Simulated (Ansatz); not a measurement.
**AlN (zinc blende): frozen-phonon scan**

AlN (zinc blende)

```
AlN
1.0
    0.00000     4.40253     4.40253
    2.20127     2.20127     4.40253
    2.20127     2.20127     0.00000
N Al
2 2
Direct
  0.00000   0.75000   0.75000
  0.50000   0.75000   0.75000
  0.00000   0.00000   0.00000
  0.50000   0.00000   0.00000
```

The atoms are displaced by Q × the pattern below (from a DFPT mode at X = (0.5, 0.5, 0.0), largest move 1; Q in Å), at fixed cell. It is one choice among 2 degenerate patterns. (q is in reciprocal vectors of the primitive cell; the cell shown is doubled to hold the pattern.)

```tsv
atom	x	y	z
N1	0.000	-1.000	0.000
N2	0.000	1.000	0.000
Al3	0.344	0.000	0.000
Al4	-0.344	0.000	0.000
```

Computed with PBE (plane waves to 420 eV, PAW, scalar-relativistic; Ansatz, a program for electronic structure). k mesh 13×13×13 (Γ-centred), Fermi-Dirac smearing 0.05 eV. E stands for the smeared free energy. AlN was relaxed with its symmetry unable to fall. The PAW data are Ansatz's earlier set. The zero of ΔE is the undisplaced structure.

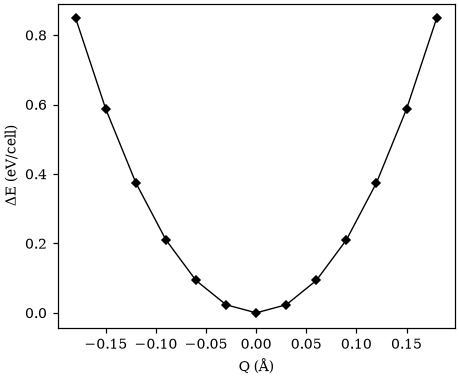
Figure: ΔE (eV/cell) against Q (Å); markers are the computed points, lines only join them.

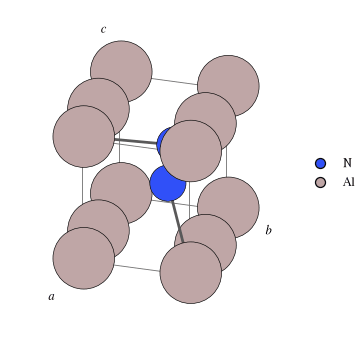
The cell of the calculation at Q = 0.180 Å.

The energy at Q = 0.180 Å is 848 meV/cell. Symmetry of the curve: even: the same for both signs. Space group of the distorted cell: C222_1 (No. 20), lowered from F-43m. Shape of the curve: a single well with its minimum at or next to zero displacement. Wavenumber by perturbation theory (DFPT, on another k mesh): 639 cm⁻¹.

(A displaced cell: forces are minus the slopes of the energy, force constants its curvatures, and phonons follow from these.)
